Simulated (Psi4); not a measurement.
**wB97X-V/def2-SVPD run of AlClF2 (SMILES [F][Al]([F])[Cl])**

What is the energy change on altering one bond length of AlClF2 at wB97X-V/def2-SVPD? 

The calculation is run with Psi4 1.11.

## Step 1: Starting point

AlClF2 has 4 atoms, charge 0, and is taken as a singlet. SMILES: `[F][Al]([F])[Cl]`. The coordinates come from a PBE0-D4/def2-TZVP relaxation.

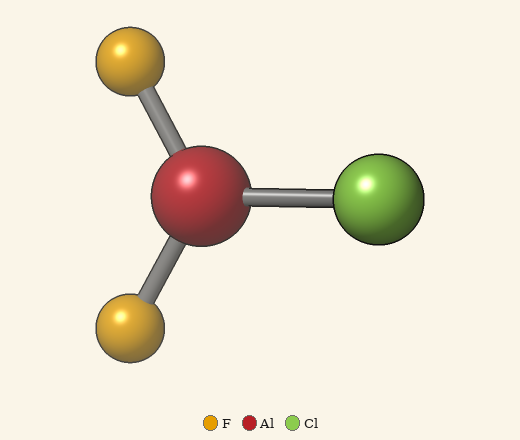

The structure, seen from a chosen angle (fluorine amber, aluminium red, chlorine green).

## Step 2: The energy at wB97X-V/def2-SVPD

run_ase.py

```python
import numpy as np
from ase.calculators.psi4 import Psi4
from ase import Atoms

atoms = Atoms(['F', 'Al', 'F', 'Cl'], positions=[
    [0.997200, 0.721760, 1.149640],
    [0.069280, -0.050750, 0.053570],
    [0.273490, -1.653820, -0.164660],
    [-1.339980, 0.982810, -1.038560],
])
calc = Psi4(atoms=atoms, method='wb97x-v', basis='def2-SVPD', memory='2200MB', num_threads=1, charge=0, multiplicity=1, label='alclf2')
calc.psi4.set_options({'puream': True, 'e_convergence': 1e-09, 'd_convergence': 1e-08, 'scf_type': 'pk', 'dft_radial_points': 99, 'dft_spherical_points': 590})
atoms.calc = calc

print(f'energy: {atoms.get_potential_energy():.6f} eV')
```

The run is started by

```console
python run_ase.py
```

alclf2.dat:

```text
[...]
  Running in c1 symmetry.
[...]
  Nuclear repulsion =  198.347935170660406
[...]
  Multiplicity = 1
[...]
  Nalpha       = 24
  Nbeta        = 24
[...]
    Number of basis functions: 97
[...]
   @RKS iter   1:  -901.86821653775860   -6.94492e-01   6.44023e-03 ADIIS/DIIS
[...]
   @RKS iter  10:  -902.00480685362697   -1.13687e-11   7.46550e-09 DIIS
[...]
    Orbital Energies [Eh]
    ---------------------
    Doubly Occupied:
       1A   -101.521099     2A    -56.158313     3A    -24.771278
       4A    -24.771276     5A     -9.584415     6A     -7.342996
       7A     -7.338564     8A     -7.337771     9A     -4.340895
      10A     -2.891987    11A     -2.886648    12A     -2.886629
      13A     -1.293399    14A     -1.283893    15A     -0.970788
      16A     -0.626864    17A     -0.588718    18A     -0.571490
      19A     -0.565780    20A     -0.549363    21A     -0.542289
      22A     -0.520437    23A     -0.468045    24A     -0.460885
[...]
  @RKS Final Energy:  -902.00480685362697
   => Energetics <=
    Nuclear Repulsion Energy =            198.3479351706604064
    One-Electron Energy =               -1645.8634250094019080
    Two-Electron Energy =                 595.8002435012363094
    DFT Exchange-Correlation Energy =     -50.4914359210201269
    Empirical Dispersion Energy =           0.0000000000000000
    VV10 Nonlocal Energy =                  0.2018754048984371
    Total Energy =                       -902.0048068536269739
[...]
 Multipole Moments:
 ------------------------------------------------------------------------------------
     Multipole            Electronic (a.u.)      Nuclear  (a.u.)        Total (a.u.)
 ------------------------------------------------------------------------------------
 L = 1.  Multiply by 2.5417464519 to convert [e a0] to [Debye]
 Dipole X            :          0.6947053           -0.8142203           -0.1195150
 Dipole Y            :         -0.5093230            0.5972125            0.0878895
 Dipole Z            :          0.5380275           -0.6311056           -0.0930780
 Magnitude           :                                                    0.1751340
[...]
```

On the terminal:

```text
energy: -24544.800995 eV
```

Wall time 78 s (1 thread of Intel Xeon at 2.50GHz (Skylake/Cascade Lake), shared host); peak memory 1 GiB.

## Step 3: The distorted shape, same level

job.py

```python
import psi4

psi4.set_memory('2200 MB')
psi4.set_num_threads(1)
psi4.set_output_file('output.dat', False)

molecule = psi4.geometry("""
0 1
F      1.136386     0.837635     1.314049
Al     0.069280    -0.050750     0.053570
F      0.273490    -1.653820    -0.164660
Cl    -1.339980     0.982810    -1.038560
symmetry c1
""")

options = {'basis': 'def2-SVPD', 'puream': True, 'e_convergence': 1e-09, 'd_convergence': 1e-08, 'scf_type': 'pk', 'dft_radial_points': 99, 'dft_spherical_points': 590}
psi4.set_options(options)

result = psi4.energy('wb97x-v')
print('E =', round(result, 9))
```

The run is started by

```console
python job.py
```

output.dat:

```text
[...]
  Running in c1 symmetry.
[...]
  Nuclear repulsion =  190.796850735955047
[...]
  Multiplicity = 1
[...]
  Nalpha       = 24
  Nbeta        = 24
[...]
    Number of basis functions: 97
[...]
   @RKS iter   1:  -901.84058993711915   -7.87815e-01   6.50941e-03 ADIIS/DIIS
[...]
   @RKS iter  11:  -901.98720515425327   -6.13909e-12   4.72305e-09 DIIS
[...]
    Orbital Energies [Eh]
    ---------------------
    Doubly Occupied:
       1A   -101.532205     2A    -56.191017     3A    -24.783310
       4A    -24.747117     5A     -9.595333     6A     -7.354103
       7A     -7.349396     8A     -7.348602     9A     -4.365798
      10A     -2.917602    11A     -2.912098    12A     -2.910699
      13A     -1.300100    14A     -1.234337    15A     -0.980990
      16A     -0.625946    17A     -0.572439    18A     -0.569034
      19A     -0.563108    20A     -0.525778    21A     -0.511165
      22A     -0.507239    23A     -0.477010    24A     -0.469295
[...]
  @RKS Final Energy:  -901.98720515425327
   => Energetics <=
    Nuclear Repulsion Energy =            190.7968507359550472
    One-Electron Energy =               -1630.6234525565976128
    Two-Electron Energy =                 588.0692612418692988
    DFT Exchange-Correlation Energy =     -50.4322126456015809
    Empirical Dispersion Energy =           0.0000000000000000
    VV10 Nonlocal Energy =                  0.2023480701214557
    Total Energy =                       -901.9872051542532745
[...]
 Multipole Moments:
 ------------------------------------------------------------------------------------
     Multipole            Electronic (a.u.)      Nuclear  (a.u.)        Total (a.u.)
 ------------------------------------------------------------------------------------
 L = 1.  Multiply by 2.5417464519 to convert [e a0] to [Debye]
 Dipole X            :          0.4745304           -0.8468487           -0.3723183
 Dipole Y            :         -0.6416558            0.5700488           -0.0716070
 Dipole Z            :          0.2911878           -0.6696468           -0.3784590
 Magnitude           :                                                    0.5357048
[...]
```

The script printed:

```text
E = -901.987205154
```

It took 77 s on 1 thread of Intel Xeon at 2.50GHz (Skylake/Cascade Lake), shared host; peak memory 0.99 GiB.

## Step 4: What came out

At wB97X-V/def2-SVPD:

| quantity | value |
| --- | --- |
| first shape: total energy | -902.00481 Eh |
| first shape: dipole moment | 0.45 D |
| first shape: HOMO energy | -12.54 eV |
| first shape: LUMO energy | 0.17 eV |
| first shape: HOMO–LUMO gap | 12.71 eV |
| distorted shape: total energy | -901.98721 Eh |
| distorted shape: dipole moment | 1.36 D |
| distorted shape: HOMO energy | -12.77 eV |
| distorted shape: LUMO energy | -0.21 eV |
| distorted shape: HOMO–LUMO gap | 12.56 eV |
| energy change with the F1–Al2 bond stretched from 1.631 to 1.875 Å | 0.479 eV |

**Reading.** With the F1–Al2 bond stretched from 1.631 to 1.875 Å the energy rises by 0.48 eV (46.2 kJ/mol). The first shape isn't relaxed at this level, so the change isn't measured from a minimum.
